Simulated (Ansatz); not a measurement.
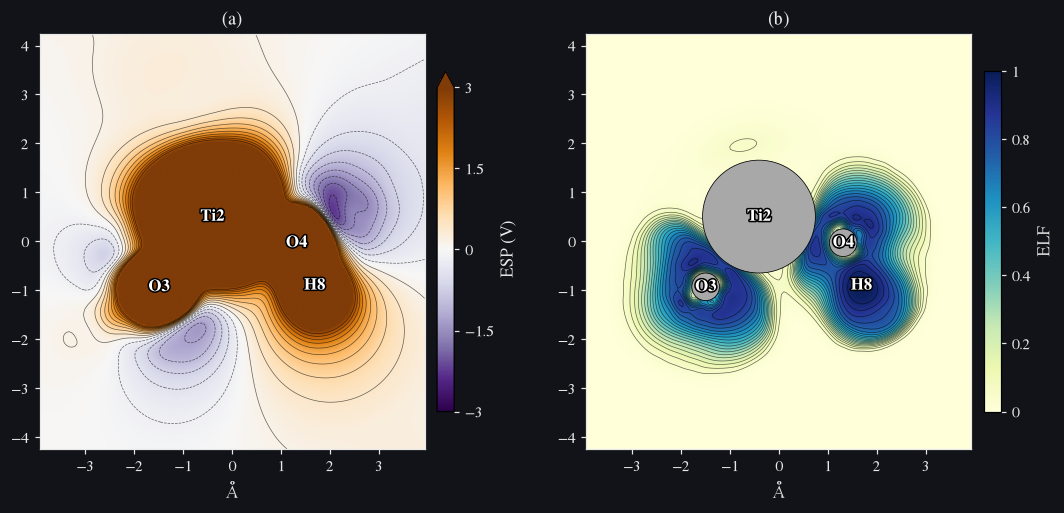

H$_{4}$O$_{4}$Ti (SMILES O[Ti](O)(O)O). (a) electrostatic potential; (b) electron localisation function on the plane of atoms O3, Ti2 and O4. Grey discs cover the atomic cores in the ELF map.

Geometry: PBE0-D4/def2-TZVP.

The calculation used isolated molecule in a Gaussian basis; Hartree-Fock in Ansatz 0.2.0.

The calculation's input:

```
crystal:
  periodic: [false, false, false]
  atoms:
    - {symbol: O, position_ang: [-0.125250, 1.268390, -1.272730]}
    - {symbol: Ti, position_ang: [0.000070, 0.000090, -0.000050]}
    - {symbol: O, position_ang: [1.651710, -0.715310, -0.066120]}
    - {symbol: O, position_ang: [-1.235630, -1.279200, -0.283830]}
    - {symbol: O, position_ang: [-0.290490, 0.726280, 1.622320]}
    - {symbol: H, position_ang: [-0.813470, 1.413950, -1.922910]}
    - {symbol: H, position_ang: [2.270980, -0.885970, 0.644480]}
    - {symbol: H, position_ang: [-1.123140, -2.176250, -0.600550]}
    - {symbol: H, position_ang: [-0.334770, 1.648010, 1.879390]}
basis:
  gaussian:
    orbitals: def2-SVP
hamiltonian:
  xc: hf
accuracy: high
output: {forces: true, orbitals: {seedname: orbitals}}
```

Run with:

```sh
ansatz run molecule.yaml --threads 1 --pin off --max-ram 3480MiB --events-out events.jsonl --progress --plain --runs-dir runs
```

Read the bonding off the picture.

- Atoms in the plane: Ti, O and H.
- Ti–O (1.80 Å): the ELF peaks at about 0.85 in the valence shell of O, 0.5 Å from its nucleus, and is about 0.25 at the midpoint.
- O–H (0.96 Å): the ELF climbs to about 1 towards the hydrogen, as it does in any bond to H: a covalent bond by its length.
- Outside the dense part of the molecule the potential is most negative (−2.2 V) near O1, O3, O4 and O5.
